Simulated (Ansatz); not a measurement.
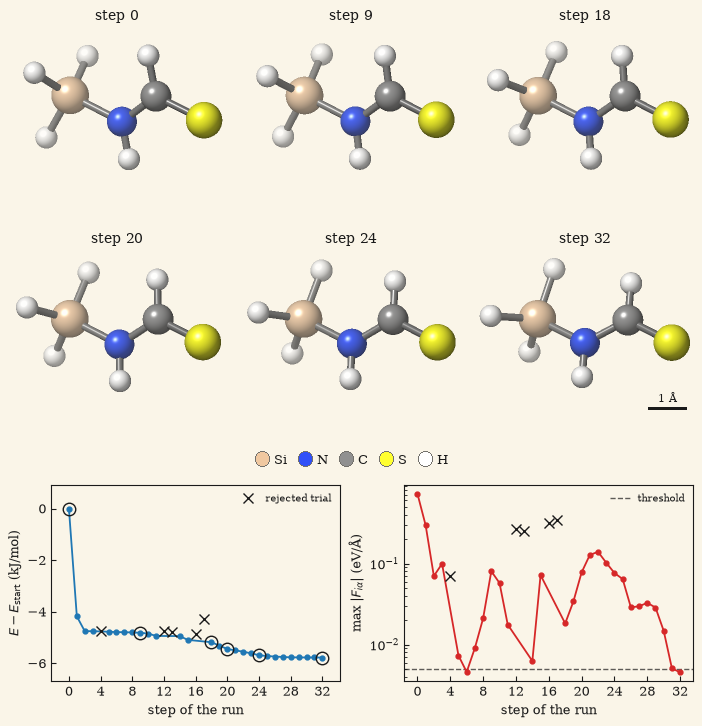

Frames of a relaxation of CH5NSSi, marked on the history of the run. A ball-and-stick model, seen at a tilt.

The start comes from PBE-D4/def2-SVP.

Computed with RKS PBE0-D4/def2-TZVP in Ansatz. (force threshold 0.005 eV/Å; at most 150 steps)

> Describe the path.

The atom that moves furthest after the best rigid fit is an H atom (0.81 Å). By element the largest moves are H 0.81 Å, N 0.25 Å, C 0.24 Å, S 0.06 Å, Si 0.06 Å. Among the contacts that change: N–Si 1.786 → 1.753 Å, C–H 1.115 → 1.093 Å, H–Si 1.503 → 1.483 Å, C–S 1.645 → 1.628 Å. Bond angles that change, for instance: N–Si–H 105.5° → 109.9°, N–Si–H 109.8° → 105.9°, H–Si–H 109.1° → 111.1°. Groups turn about N–Si by about 55°. The energy falls by 5.77 kJ/mol in 27 accepted moves (32 points after the start). Largest force component: 0.73 eV/Å at the start, 0.0045 eV/Å at the end. The line search rejected the trial steps at points 4, 12, 13, 16, 17 of the run. The forces were under the threshold at step 6, but the run went on from there. From step 0 to 9: an H atom moves most (0.15 Å), energy −4.82 kJ/mol. From step 9 to 18: H atoms move most (0.17 Å), energy −0.37 kJ/mol. From step 18 to 20: an H atom moves most (0.18 Å), energy −0.26 kJ/mol. From step 20 to 24: an H atom moves most (0.20 Å), energy −0.24 kJ/mol. From step 24 to 32: an H atom moves most (0.14 Å), energy −0.09 kJ/mol.

```
step  E − E(0), kJ/mol  largest force component, eV/Å      note
   0              0.00                         0.7266          
   1             -4.18                         0.2966          
   2             -4.75                         0.0701          
   3             -4.75                         0.0993          
   4             -4.74                         0.0694  rejected
   5             -4.77                         0.0073          
   6             -4.79                         0.0046          
   7             -4.79                         0.0091          
   8             -4.80                         0.0210          
   9             -4.82                         0.0803          
  10             -4.85                         0.0575          
  11             -4.94                         0.0176          
  12             -4.74                         0.2643  rejected
  13             -4.79                         0.2500  rejected
  15             -5.09                         0.0720          
  16             -4.85                         0.3142  rejected
  17             -4.28                         0.3471  rejected
  18             -5.18                         0.0182          
  19             -5.31                         0.0341          
  20             -5.45                         0.0776          
  22             -5.55                         0.1394          
  23             -5.61                         0.1024          
  24             -5.69                         0.0764          
  25             -5.72                         0.0644          
  26             -5.74                         0.0288          
  27             -5.75                         0.0297          
  29             -5.77                         0.0287          
  30             -5.77                         0.0148          
  31             -5.77                         0.0051          
  32             -5.77                         0.0045
```
